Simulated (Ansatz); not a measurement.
# Nudged elastic band, with input and output: C3H8GeO

The run: nudged elastic band of C3H8GeO, SMILES C[C]1(C)[O][GeH2]1. Method and program: RKS B3LYP-D4/def2-SVP (Ansatz 0.2.0).

It belongs to a series of runs on one base structure; here: band between the two ends. Figures and captions count atoms from 1; the log counts them from 0 in places.

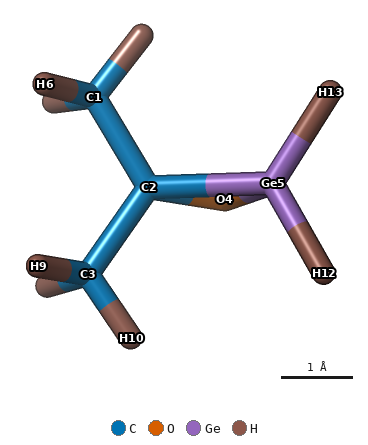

*The structure as given in the input (stick view, seen at a tilt; atoms are numbered from 1 in the order of the input). Sticks mark near contacts.*

## The input
```yaml
crystal:
  periodic: [false, false, false]
  atoms:
    - { symbol: C, position_ang: [-1.50164, -0.263295, -0.072289] }
    - { symbol: C, position_ang: [-0.001787, -0.057227, -0.133928] }
    - { symbol: C, position_ang: [0.822187, -1.26067, 0.276599] }
    - { symbol: O, position_ang: [0.447754, 0.575901, -1.318567] }
    - { symbol: Ge, position_ang: [0.728461, 1.731507, 0.119011] }
    - { symbol: H, position_ang: [-1.824486, -0.5838, 0.930221] }
    - { symbol: H, position_ang: [-1.783076, -1.051327, -0.794871] }
    - { symbol: H, position_ang: [-2.049051, 0.649491, -0.348909] }
    - { symbol: H, position_ang: [0.557526, -1.605711, 1.28803] }
    - { symbol: H, position_ang: [1.90016, -1.045586, 0.243435] }
    - { symbol: H, position_ang: [0.626253, -2.085693, -0.432853] }
    - { symbol: H, position_ang: [2.233192, 1.971652, 0.307437] }
    - { symbol: H, position_ang: [-0.135093, 2.989957, -0.048515] }
basis:
  gaussian: { orbitals: def2-SVP }
hamiltonian:
  xc: b3lyp
  dispersion: d4
neb:
  order_check: false
  images: 6
  f_tol: 0.03
  max_iterations: 60
  climbing: false
  final_atoms:
    - { symbol: C, position_ang: [-1.5068498, -0.23316084, 0.07171332] }
    - { symbol: C, position_ang: [-0.01488944, -0.06360865, -0.1306542] }
    - { symbol: C, position_ang: [0.8207346, -1.26482078, 0.26264529] }
    - { symbol: O, position_ang: [0.34007685, 0.50585975, -1.37727474] }
    - { symbol: Ge, position_ang: [0.76697741, 1.71887496, -0.0251674] }
    - { symbol: H, position_ang: [-1.74572073, -0.50059527, 1.11248384] }
    - { symbol: H, position_ang: [-1.8653972, -1.04670546, -0.58546706] }
    - { symbol: H, position_ang: [-2.06005356, 0.67785959, -0.19884916] }
    - { symbol: H, position_ang: [0.54806696, -2.11643882, -0.38760373] }
    - { symbol: H, position_ang: [0.64036084, -1.5581461, 1.3083094] }
    - { symbol: H, position_ang: [1.89521016, -1.0754408, 0.12522313] }
    - { symbol: H, position_ang: [2.28658202, 1.934388, 0.01765547] }
    - { symbol: H, position_ang: [-0.08469811, 2.98713342, -0.17821317] }
  initial_path:
    images:
      - { positions_ang: [[-1.50164, -0.263295, -0.072289], [-0.001787, -0.057227, -0.133928], [0.822187, -1.26067, 0.276599], [0.447754, 0.575901, -1.318567], [0.728461, 1.731507, 0.119011], [-1.824486, -0.5838, 0.930221], [-1.783076, -1.051327, -0.794871], [-2.049051, 0.649491, -0.348909], [0.557526, -1.605711, 1.28803], [1.90016, -1.045586, 0.243435], [0.626253, -2.085693, -0.432853], [2.233192, 1.971652, 0.307437], [-0.135093, 2.989957, -0.048515]] }
      - { positions_ang: [[-1.4937726, -0.25587603, -0.02888718], [-0.00842913, -0.06393598, -0.14256464], [0.82894886, -1.25643593, 0.25615354], [0.42579483, 0.55224669, -1.33219359], [0.73213175, 1.7144472, 0.07708087], [-1.79506102, -0.49596545, 0.99449479], [-1.81305983, -1.06171239, -0.69692155], [-2.04067389, 0.66961175, -0.34153766], [0.46076114, -1.78054091, 0.98021609], [1.71000551, -1.07685961, 0.53771518], [0.9297013, -1.87802454, -0.44414187], [2.25424785, 1.92649444, 0.23013231], [-0.17019476, 2.97174977, -0.07474531]] }
      - { positions_ang: [[-1.48590521, -0.24845705, 0.01451465], [-0.01507127, -0.07064497, -0.15120128], [0.83571071, -1.25220186, 0.23570808], [0.40383566, 0.52859239, -1.34582017], [0.7358025, 1.69738741, 0.03515075], [-1.76563604, -0.4081309, 1.05876858], [-1.84304365, -1.07209779, -0.59897211], [-2.03229677, 0.6897325, -0.33416632], [0.36399627, -1.95537083, 0.67240219], [1.51985101, -1.10813323, 0.83199537], [1.23314961, -1.67035609, -0.45543073], [2.27530369, 1.88133688, 0.15282762], [-0.20529651, 2.95354253, -0.10097562]] }
      - { positions_ang: [[-1.47803781, -0.24103808, 0.05791647], [-0.0217134, -0.07735395, -0.15983792], [0.84247257, -1.24796779, 0.21526262], [0.38187649, 0.50493808, -1.35944676], [0.73947325, 1.68032761, -0.00677938], [-1.73621106, -0.32029635, 1.12304238], [-1.87302748, -1.08248318, -0.50102266], [-2.02391966, 0.70985325, -0.32679497], [0.26723141, -2.13020074, 0.36458828], [1.32969652, -1.13940684, 1.12627555], [1.53659791, -1.46268763, -0.4667196], [2.29635954, 1.83617932, 0.07552293], [-0.24039827, 2.9353353, -0.12720593]] }
      - { positions_ang: [[-1.47878207, -0.2367332, 0.07848823], [-0.02358518, -0.07826561, -0.15937023], [0.84226508, -1.24856076, 0.21326923], [0.36649404, 0.49493219, -1.36783358], [0.74497559, 1.67852303, -0.0273763], [-1.72495888, -0.30840996, 1.14907993], [-1.88478765, -1.08182296, -0.47110781], [-2.02549145, 0.71390591, -0.30535785], [0.26588012, -2.20316186, 0.12521203], [1.14972521, -1.21262971, 1.27840046], [1.7178775, -1.31836589, -0.38699444], [2.30398668, 1.83085589, 0.03412556], [-0.233199, 2.93493193, -0.14573424]] }
      - { positions_ang: [[-1.48813798, -0.23554241, 0.07622993], [-0.0206866, -0.07337996, -0.14979822], [0.83508825, -1.25398076, 0.22972792], [0.35768831, 0.49857471, -1.37098063], [0.75230953, 1.69197368, -0.02664], [-1.7318795, -0.37247173, 1.13688123], [-1.87832417, -1.07011713, -0.50922756], [-2.03701215, 0.70189047, -0.26985496], [0.3599424, -2.17425418, -0.04572655], [0.97993709, -1.32780184, 1.28837011], [1.77698839, -1.23739086, -0.21625525], [2.29818513, 1.86536659, 0.02863553], [-0.18369871, 2.95233242, -0.15656055]] }
      - { positions_ang: [[-1.49749389, -0.23435163, 0.07397163], [-0.01778802, -0.0684943, -0.14022621], [0.82791142, -1.25940077, 0.2461866], [0.34888258, 0.50221723, -1.37412768], [0.75964347, 1.70542432, -0.0259037], [-1.73880012, -0.4365335, 1.12468253], [-1.87186068, -1.05841129, -0.54734731], [-2.04853286, 0.68987503, -0.23435206], [0.45400468, -2.1453465, -0.21666514], [0.81014896, -1.44297397, 1.29833976], [1.83609928, -1.15641583, -0.04551606], [2.29238358, 1.8998773, 0.0231455], [-0.13419841, 2.96973292, -0.16738686]] }
      - { positions_ang: [[-1.5068498, -0.23316084, 0.07171332], [-0.01488944, -0.06360865, -0.1306542], [0.8207346, -1.26482078, 0.26264529], [0.34007685, 0.50585975, -1.37727474], [0.76697741, 1.71887496, -0.0251674], [-1.74572073, -0.50059527, 1.11248384], [-1.8653972, -1.04670546, -0.58546706], [-2.06005356, 0.67785959, -0.19884916], [0.54806696, -2.11643882, -0.38760373], [0.64036084, -1.5581461, 1.3083094], [1.89521016, -1.0754408, 0.12522313], [2.28658202, 1.934388, 0.01765547], [-0.08469811, 2.98713342, -0.17821317]] }
```

Machine: 2 threads of Intel Xeon (Sapphire Rapids), 64 GiB of memory available, shared host.

Launch command:
```bash
ansatz run input.yaml --threads 2 --pin off --max-ram 3072MiB --backend cpu --events-out ev --progress --plain --runs-dir out
```

## What the program printed
```
Engine: ansatz 0.2.0, x86_64-unknown-linux-gnu
Functional definition: B3LYP
  parameter a0 = 0.2
  parameter ax = 0.72
  parameter ac = 0.81
  exchange = (1 - a0 - ax)*slater_x + ax*b88_x + a0*exact_x
  correlation = (1 - ac)*vwn_rpa_c + ac*lyp_c
1416 factors; integrals over basis functions are off by at most 3.2e-4 eV
mean field evaluation 1: about -61784.4666 eV, gradient 7.0e1 eV
mean field evaluation 2: about -61685.2248 eV, gradient 1.8e2 eV
mean field evaluation 4: about -61795.7278 eV, gradient 8.3e0 eV
mean field evaluation 8: about -61795.9715 eV, gradient 3.2e-1 eV
mean field evaluation 16: about -61795.9938 eV, gradient 3.3e-5 eV
mean field -61795.99375889 eV, -2270.9608838103 hartree, gradient 3.3e-5 eV, S^2 0.000000; 0 other end points of the search recorded, 0 dependent functions left out
the calculation of the forces begins
reference -61795.99401950 eV, -2270.9608933874 hartree; 33, 33 occupied and 95, 95 virtual orbitals, 1416 factors
1416 factors; integrals over basis functions are off by at most 7.2e-4 eV
mean field evaluation 32: about -61795.9938 eV, gradient 2.2e-4 eV
mean field -61795.99378131 eV, -2270.9608846343 hartree, gradient 4.7e-5 eV, S^2 0.000000; 0 other end points of the search recorded, 0 dependent functions left out
[... from here on the field's lines of each further geometry are left out, up to the last ...]
NEB iter   1: max|band force component| = 1.003e1 eV/Å  barrier→ = 2.6426 eV  barrier← = 2.6426 eV  Δτ_max = 0.1946 Å  (226 SCF iters)
NEB iter   2: max|band force component| = 1.810e0 eV/Å  barrier→ = 0.2524 eV  barrier← = 0.2524 eV  Δτ_max = 0.1467 Å  (171 SCF iters)
NEB iter   3: max|band force component| = 7.159e-1 eV/Å  barrier→ = 0.1283 eV  barrier← = 0.1283 eV  Δτ_max = 0.0256 Å  (158 SCF iters)
NEB iter   4: max|band force component| = 1.732e-1 eV/Å  barrier→ = 0.1255 eV  barrier← = 0.1255 eV  Δτ_max = 0.0244 Å  (163 SCF iters)
the calculation of the forces begins
reference -61795.97059453 eV, -2270.9600325357 hartree; 33, 33 occupied and 95, 95 virtual orbitals, 1416 factors
1416 factors; integrals over basis functions are off by at most 4.5e-4 eV
mean field evaluation 384: about -61795.8700 eV, gradient 7.6e-2 eV
mean field -61795.87001050 eV, -2270.9563361409 hartree, gradient 2.1e-5 eV, S^2 0.000000; 1 other end points of the search recorded, 0 dependent functions left out
the calculation of the forces begins
reference -61795.87026906 eV, -2270.9563456427 hartree; 33, 33 occupied and 95, 95 virtual orbitals, 1416 factors
NEB iter   5: max|band force component| = 2.848e-2 eV/Å  barrier→ = 0.1251 eV  barrier← = 0.1251 eV  Δτ_max = 0.0000 Å  (324 SCF iters)
```

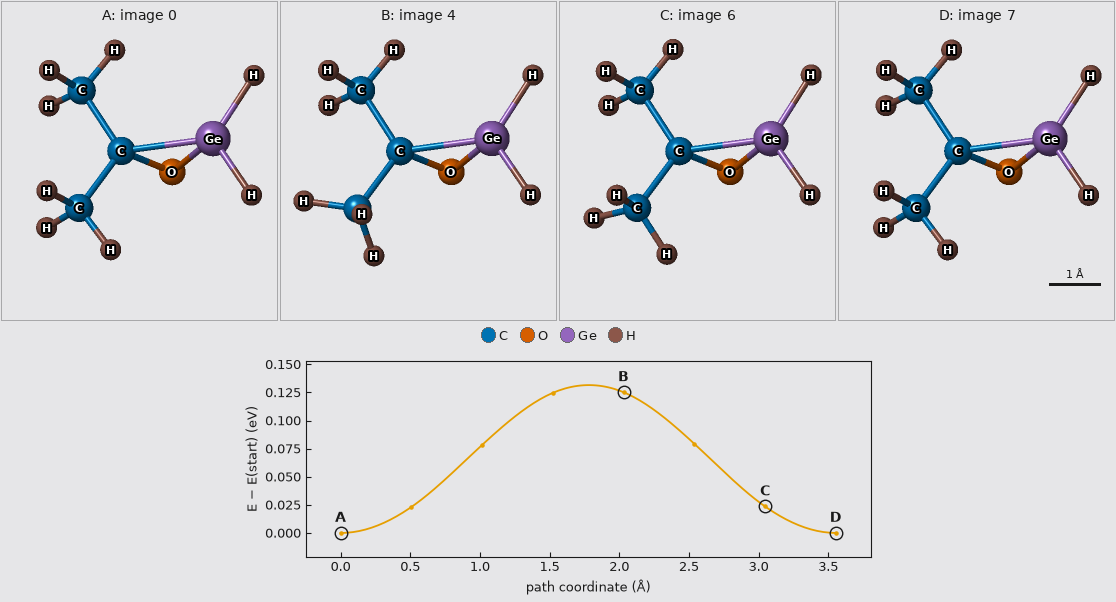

*Images of the last band (counted from 0; ball-and-stick, seen at a tilt) above the energy along the path; the line is a cubic interpolation that uses the forces.*

The highest image is number 4, 0.125 eV above the start and 0.125 eV above the end; start and end have the same energy. The path is 3.55 Å long. The band converged in 5 iterations.

```
Total energy: -61796.30948568 eV, -2270.9724865557 hartree
Atom 0 at    -1.509056    -0.230236     0.035989 Å, force     0.006555    -0.000609    -0.000539 eV/Å
Atom 1 at    -0.012051    -0.064203    -0.131697 Å, force     0.005762     0.003513     0.003813 eV/Å
Atom 2 at     0.825185    -1.278184     0.275955 Å, force    -0.000889     0.002168    -0.016045 eV/Å
Atom 3 at     0.363568     0.518579    -1.371246 Å, force    -0.011360    -0.017630     0.003872 eV/Å
Atom 4 at     0.750300     1.725292    -0.006647 Å, force     0.001836     0.017824    -0.001610 eV/Å
Atom 5 at    -1.769668    -0.512469     1.067990 Å, force     0.002871     0.002795     0.002916 eV/Å
Atom 6 at    -1.852876    -1.036596    -0.638262 Å, force    -0.003918     0.007883     0.003759 eV/Å
Atom 7 at    -2.055969     0.685267    -0.233615 Å, force     0.001865    -0.007720     0.009255 eV/Å
Atom 8 at     0.188771    -2.166529     0.420541 Å, force    -0.003328    -0.010427    -0.025632 eV/Å
Atom 9 at     1.392849    -1.124433     1.205597 Å, force    -0.024187    -0.003391     0.018592 eV/Å
Atom 10 at     1.539448    -1.495173    -0.532263 Å, force     0.018037     0.015605     0.013374 eV/Å
Atom 11 at     2.266261     1.952603     0.082741 Å, force     0.000200     0.001475    -0.008740 eV/Å
Atom 12 at    -0.106361     2.991281    -0.160282 Å, force     0.006557    -0.011486    -0.003016 eV/Å
Dipole moment:    -0.017298     0.036825     0.432474 e Å
this run last wrote the band of iteration 5 to [file]
```

## The last band as extended XYZ (Å, eV, eV/Å)
```
13
Properties=species:S:1:pos:R:3:forces:R:3 image=0 energy=-61796.43437
C    -1.5016   -0.2633   -0.0723    0.0024   0.0046   0.0008
C    -0.0018   -0.0572   -0.1339   -0.0037  -0.0074  -0.0084
C     0.8222   -1.2607    0.2766    0.0034   0.0027   0.0007
O     0.4478    0.5759   -1.3186   -0.0013  -0.0027   0.0068
Ge    0.7285    1.7315    0.1190    0.0007   0.0019  -0.0015
H    -1.8245   -0.5838    0.9302   -0.0004   0.0006  -0.0005
H    -1.7831   -1.0513   -0.7949    0.0004   0.0012   0.0002
H    -2.0491    0.6495   -0.3489   -0.0014  -0.0020   0.0005
H     0.5575   -1.6057    1.2880    0.0004   0.0009  -0.0020
H     1.9002   -1.0456    0.2434   -0.0008  -0.0021   0.0010
H     0.6263   -2.0857   -0.4329   -0.0001   0.0016   0.0008
H     2.2332    1.9717    0.3074   -0.0001   0.0010   0.0006
H    -0.1351    2.9900   -0.0485    0.0005  -0.0004   0.0010
13
Properties=species:S:1:pos:R:3:forces:R:3 image=1 energy=-61796.41132
C    -1.5059   -0.2550   -0.0364    0.0079  -0.0166  -0.0103
C    -0.0058   -0.0587   -0.1264    0.0003   0.0184   0.0005
C     0.8235   -1.2660    0.2703   -0.0085  -0.0008   0.0034
O     0.4315    0.5592   -1.3246    0.0018  -0.0083   0.0094
Ge    0.7311    1.7345    0.0891   -0.0002   0.0043   0.0148
H    -1.8139   -0.5245    0.9858   -0.0017  -0.0021  -0.0102
H    -1.8057   -1.0752   -0.7145    0.0018   0.0005  -0.0089
H    -2.0513    0.6480   -0.3462   -0.0015   0.0011  -0.0092
H     0.3923   -1.7884    1.1378    0.0236   0.0295   0.0294
H     1.8670   -1.0072    0.5013    0.0166   0.0010  -0.0462
H     0.8399   -1.9636   -0.5859   -0.0379  -0.0280   0.0084
H     2.2405    1.9637    0.2553   -0.0024   0.0019   0.0138
H    -0.1229    2.9984   -0.0908    0.0002  -0.0008   0.0050
13
Properties=species:S:1:pos:R:3:forces:R:3 image=2 energy=-61796.35614
C    -1.5091   -0.2460   -0.0113    0.0172  -0.0312  -0.0096
C    -0.0088   -0.0606   -0.1230    0.0010   0.0253  -0.0053
C     0.8249   -1.2736    0.2724   -0.0263   0.0139   0.0034
O     0.4145    0.5446   -1.3349    0.0021  -0.0149   0.0218
Ge    0.7333    1.7357    0.0579    0.0004   0.0070   0.0204
H    -1.8019   -0.5106    1.0167   -0.0040   0.0011  -0.0136
H    -1.8245   -1.0669   -0.6815    0.0011   0.0012  -0.0091
H    -2.0535    0.6597   -0.3143   -0.0069   0.0063  -0.0165
H     0.2662   -1.9521    0.9345    0.0194   0.0282   0.0524
H     1.7681   -1.0100    0.7717    0.0439   0.0089  -0.0491
H     1.0819   -1.8171   -0.6518   -0.0443  -0.0484  -0.0190
H     2.2459    1.9597    0.2027   -0.0037   0.0034   0.0200
H    -0.1167    3.0024   -0.1244    0.0001  -0.0008   0.0043
13
Properties=species:S:1:pos:R:3:forces:R:3 image=3 energy=-61796.30978
C    -1.5104   -0.2374    0.0134    0.0024  -0.0035  -0.0127
C    -0.0115   -0.0621   -0.1258    0.0094   0.0066   0.0030
C     0.8259   -1.2778    0.2752   -0.0023  -0.0005  -0.0156
O     0.3890    0.5312   -1.3525   -0.0053  -0.0181   0.0102
Ge    0.7398    1.7321    0.0236    0.0015   0.0251   0.0152
H    -1.7869   -0.5082    1.0443   -0.0009   0.0012  -0.0056
H    -1.8406   -1.0524   -0.6570   -0.0020   0.0019  -0.0043
H    -2.0563    0.6732   -0.2744    0.0020  -0.0093  -0.0036
H     0.1971   -2.0803    0.6912    0.0001   0.0098   0.0270
H     1.6078   -1.0502    1.0145    0.0174   0.0090  -0.0230
H     1.3223   -1.6585   -0.6316   -0.0230  -0.0179  -0.0023
H     2.2548    1.9552    0.1415   -0.0025   0.0028   0.0109
H    -0.1107    3.0003   -0.1476    0.0031  -0.0072   0.0009
13
Properties=species:S:1:pos:R:3:forces:R:3 image=4 energy=-61796.30923
C    -1.5091   -0.2302    0.0360    0.0066  -0.0006  -0.0005
C    -0.0121   -0.0642   -0.1317    0.0058   0.0035   0.0038
C     0.8252   -1.2782    0.2760   -0.0009   0.0022  -0.0160
O     0.3636    0.5186   -1.3712   -0.0114  -0.0176   0.0039
Ge    0.7503    1.7253   -0.0066    0.0018   0.0178  -0.0016
H    -1.7697   -0.5125    1.0680    0.0029   0.0028   0.0029
H    -1.8529   -1.0366   -0.6383   -0.0039   0.0079   0.0038
H    -2.0560    0.6853   -0.2336    0.0019  -0.0077   0.0093
H     0.1888   -2.1665    0.4205   -0.0033  -0.0104  -0.0256
H     1.3928   -1.1244    1.2056   -0.0242  -0.0034   0.0186
H     1.5394   -1.4952   -0.5323    0.0180   0.0156   0.0134
H     2.2663    1.9526    0.0827    0.0002   0.0015  -0.0087
H    -0.1064    2.9913   -0.1603    0.0066  -0.0115  -0.0030
13
Properties=species:S:1:pos:R:3:forces:R:3 image=5 energy=-61796.35506
C    -1.5070   -0.2286    0.0475    0.0135  -0.0024   0.0096
C    -0.0118   -0.0660   -0.1371    0.0081   0.0065   0.0030
C     0.8230   -1.2739    0.2746    0.0030   0.0070  -0.0229
O     0.3501    0.5115   -1.3819   -0.0159  -0.0165   0.0109
Ge    0.7598    1.7184   -0.0197    0.0029   0.0064  -0.0145
H    -1.7578   -0.5272    1.0773    0.0043   0.0034   0.0080
H    -1.8584   -1.0230   -0.6369   -0.0080   0.0072   0.0081
H    -2.0546    0.6918   -0.2028    0.0014  -0.0059   0.0149
H     0.2485   -2.2060    0.1350    0.0100  -0.0112  -0.0609
H     1.1367   -1.2330    1.3285   -0.0581  -0.0177   0.0267
H     1.7196   -1.3307   -0.3596    0.0280   0.0338   0.0444
H     2.2756    1.9507    0.0488    0.0040  -0.0006  -0.0208
H    -0.1032    2.9812   -0.1588    0.0066  -0.0099  -0.0064
13
Properties=species:S:1:pos:R:3:forces:R:3 image=6 energy=-61796.41084
C    -1.5057   -0.2306    0.0581    0.0155  -0.0098   0.0059
C    -0.0123   -0.0664   -0.1382    0.0071   0.0117   0.0068
C     0.8212   -1.2675    0.2711    0.0011  -0.0011  -0.0164
O     0.3428    0.5065   -1.3851   -0.0113  -0.0114   0.0165
Ge    0.7666    1.7150   -0.0263    0.0012   0.0000  -0.0125
H    -1.7484   -0.5351    1.0880    0.0033   0.0049   0.0060
H    -1.8633   -1.0194   -0.6291   -0.0085   0.0025   0.0078
H    -2.0550    0.6914   -0.1820   -0.0011  -0.0013   0.0084
H     0.3736   -2.1908   -0.1399    0.0225   0.0073  -0.0426
H     0.8727   -1.3763    1.3654   -0.0443  -0.0196   0.0005
H     1.8420   -1.1838   -0.1295    0.0066   0.0213   0.0435
H     2.2834    1.9448    0.0241    0.0037  -0.0016  -0.0162
H    -0.0969    2.9773   -0.1619    0.0042  -0.0029  -0.0077
13
Properties=species:S:1:pos:R:3:forces:R:3 image=7 energy=-61796.43437
C    -1.5069   -0.2332    0.0717    0.0014   0.0006  -0.0022
C    -0.0149   -0.0636   -0.1307    0.0025  -0.0001   0.0014
C     0.8207   -1.2648    0.2626   -0.0017  -0.0007  -0.0018
O     0.3401    0.5059   -1.3773   -0.0018  -0.0027  -0.0022
Ge    0.7670    1.7189   -0.0252    0.0006  -0.0023  -0.0018
H    -1.7457   -0.5006    1.1125    0.0000   0.0001   0.0023
H    -1.8654   -1.0467   -0.5855    0.0007  -0.0001  -0.0006
H    -2.0601    0.6779   -0.1988   -0.0009   0.0010   0.0004
H     0.5481   -2.1164   -0.3876    0.0005   0.0009   0.0013
H     0.6404   -1.5581    1.3083   -0.0008   0.0011  -0.0009
H     1.8952   -1.0754    0.1252    0.0004   0.0007   0.0006
H     2.2866    1.9344    0.0177    0.0005   0.0005   0.0016
H    -0.0847    2.9871   -0.1782   -0.0013   0.0011   0.0018
```

## Results in brief

```csv
quantity,value
outcome,converged
"barrier, forward",0.125 eV
"barrier, backward",0.125 eV
wall time,2.2 min (CPU time 4.1 min)
peak memory,0.36 GiB
```

The order of the saddle point was not checked.
